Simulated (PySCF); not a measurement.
C₇H₁₂ (charge +1): EPR calculation

- system: C₇H₁₂, charge +1, multiplicity 2, SMILES [CH2][CH+]C1CCCC1
- method: UKS B3LYP, pcH-1 on C H, non-relativistic, mean-field spin-orbit, GIAO (PySCF 2.14.0)

It belongs to a series of runs on one base structure; here: X = H replaced by cPent.

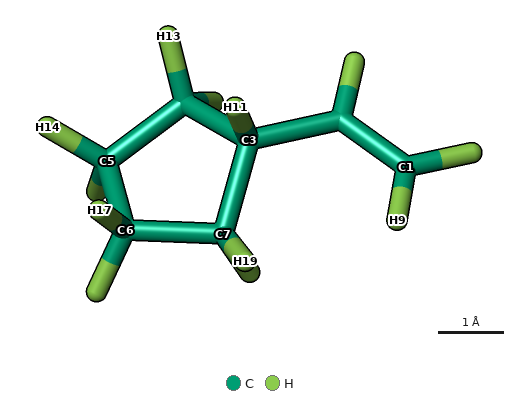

*The structure as given in the input (stick view, seen at a tilt; atoms are numbered from 1 in the order of the input).*

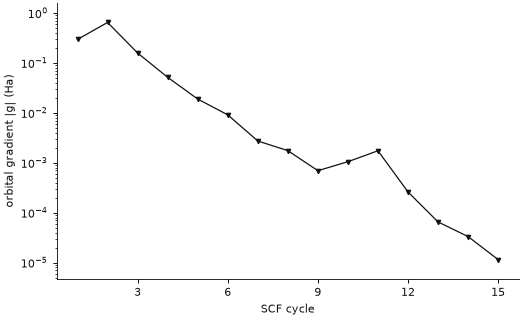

*Convergence of the self-consistent field: orbital gradient |g| against the SCF cycle.*

All cycles printed in the log are drawn one after another.

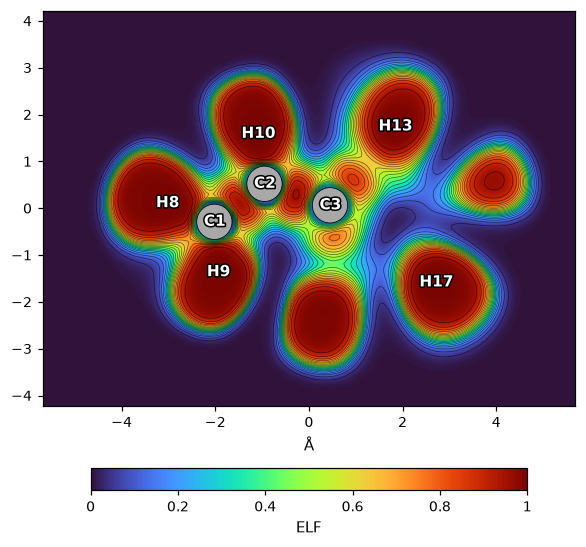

*Electron localisation function on the plane of atoms C2, C1 and H8. Grey discs, where drawn, cover atomic cores.*

C–C (1.34 Å): the ELF peaks at about 0.95 between the atoms (a multiple bond by its length, whose ELF region spreads away from the axis). C–C (1.48 Å): the ELF peaks at about 0.95 between the atoms (a shared electron pair).

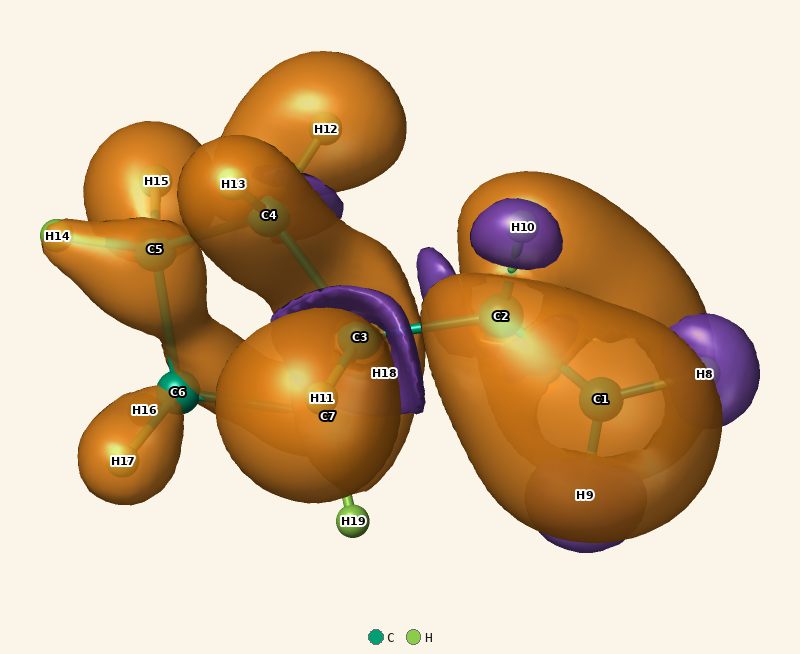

*Isosurfaces of the spin density at +0.004 (orange) and −0.004 e/Å³ (purple), seen at a tilt.*

The unpaired spin (1 electron) lies mostly on C1 (about 0.4), C2 (about 0.2), C3 (about 0.1) and H11 (about 0.1), in electrons by Hirshfeld's partition.

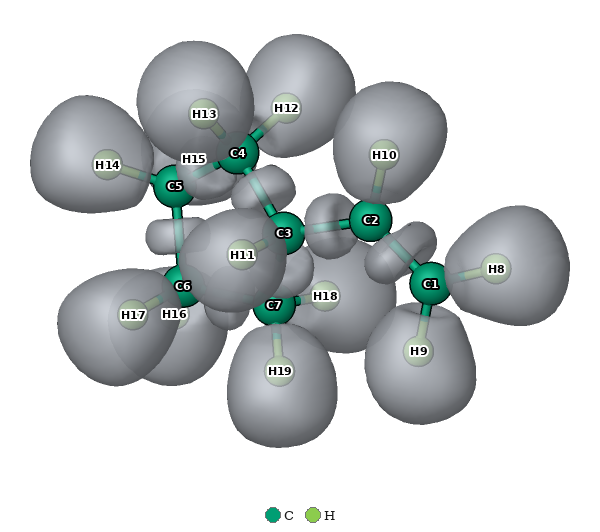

*Isosurface of the electron localisation function at 0.75 (grey), seen at a tilt. Core shells and regions of very low density are left out.*

Profiles from the grid: C–C (1.34 Å): the ELF peaks at about 0.95 between the atoms; a multiple bond by its length, whose ELF region spreads away from the axis.

The input that produced these results follows, with the program's output.

Input
```
{"job": {"kind": "epr", "basis": "pcH-1"}, "charge": 1, "multiplicity": 2}
C      2.843482    -0.007298    -0.053953
C      1.765444     0.763264     0.166277
C      0.397972     0.246781     0.389284
C     -0.767727     1.191813     0.106801
C     -1.972129     0.311625    -0.191448
C     -1.507381    -1.130928    -0.043291
C      0.004602    -1.084748    -0.259019
H      3.795497     0.427019    -0.312923
H      2.809975    -1.083512     0.005862
H      1.878004     1.840248     0.205603
H      0.372860     0.075970     1.487394
H     -0.524975     1.827305    -0.752111
H     -0.963302     1.891677     0.925042
H     -2.833624     0.540122     0.440401
H     -2.321259     0.492466    -1.215916
H     -2.014052    -1.811013    -0.725899
H     -1.723887    -1.482199     0.971650
H      0.240845    -1.054172    -1.325433
H      0.509852    -1.945168     0.174218
```

The first line tells a small driver script what to run in PySCF; the rest is the geometry in Å.

Launch command:
```bash
OMP_NUM_THREADS=1 python <driver script> task.json out
```

Output
```
UKS, coarse grid
  cycle   1  E = -273.58477898  |g| = 2.96e-01
  cycle   2  E = -273.32381370  |g| = 6.47e-01
  cycle   3  E = -273.61726695  |g| = 1.58e-01
  cycle   4  E = -273.63243518  |g| = 5.15e-02
  cycle   5  E = -273.63406491  |g| = 1.89e-02
  cycle   6  E = -273.63431643  |g| = 9.12e-03
  cycle   7  E = -273.63436458  |g| = 2.73e-03
  cycle   8  E = -273.63437281  |g| = 1.75e-03
  cycle   9  E = -273.63437497  |g| = 6.94e-04
UKS, final grid
  cycle   1  E = -273.63438431  |g| = 1.05e-03
  cycle   2  E = -273.63438325  |g| = 1.74e-03
  cycle   3  E = -273.63438488  |g| = 2.60e-04
  cycle   4  E = -273.63438492  |g| = 6.53e-05
  cycle   5  E = -273.63438493  |g| = 3.32e-05
  cycle   6  E = -273.63438493  |g| = 1.15e-05
E = -273.63438493 Eh   <S^2> = 0.7539 (exact 0.7500)
g shifts (ppm)      1          2          3
  rmc          -136       -136       -136
  gc              8         22         23
  oz_so          -8        940       1624
  total        -135        825       1511
hyperfine (MHz)  atom isotope    a_iso     a_fc   dipolar eigenvalues
    0   13C      30.78      30.78    -42.90    -41.02     83.92
    1   13C      -0.44      -0.44    -22.47    -17.65     40.12
    2   13C      -1.41      -1.41    -11.76     -9.71     21.47
    3   13C       0.56       0.56     -5.40     -4.64     10.04
    4   13C      -0.81      -0.81     -2.57     -2.01      4.58
    5   13C       0.45       0.45     -1.75     -1.29      3.04
    6   13C       6.31       6.31     -3.56     -3.22      6.78
    7    1H     -28.77     -28.77    -20.15     -4.27     24.42
    8    1H     -28.69     -28.69    -19.09     -4.64     23.74
    9    1H     -11.49     -11.49    -10.27     -4.55     14.83
   10    1H     313.61     313.61     -9.21     -5.29     14.51
   11    1H      78.89      78.89     -4.26      0.73      3.54
   12    1H      39.64      39.64     -3.91     -3.45      7.36
   13    1H       5.92       5.92     -1.84     -1.50      3.34
   14    1H      49.65      49.65     -2.28     -1.08      3.36
   15    1H      -1.54      -1.54     -1.26     -0.83      2.08
   16    1H      18.09      18.09     -1.98      0.15      1.83
   17    1H       9.95       9.95     -3.49      0.11      3.38
   18    1H       1.26       1.26     -3.02     -1.64      4.66
```

Summary

```json
{"quantity": "outcome", "value": "converged"}
{"quantity": "total energy", "value": "−273.634385 hartree"}
{"quantity": "⟨S²⟩", "value": "0.754"}
{"quantity": "isotropic g", "value": "2.0031"}
{"quantity": "hardware", "value": "1 CPU thread, shared host"}
{"quantity": "wall time", "value": "66 s"}
{"quantity": "peak memory", "value": "1.1 GiB"}
```
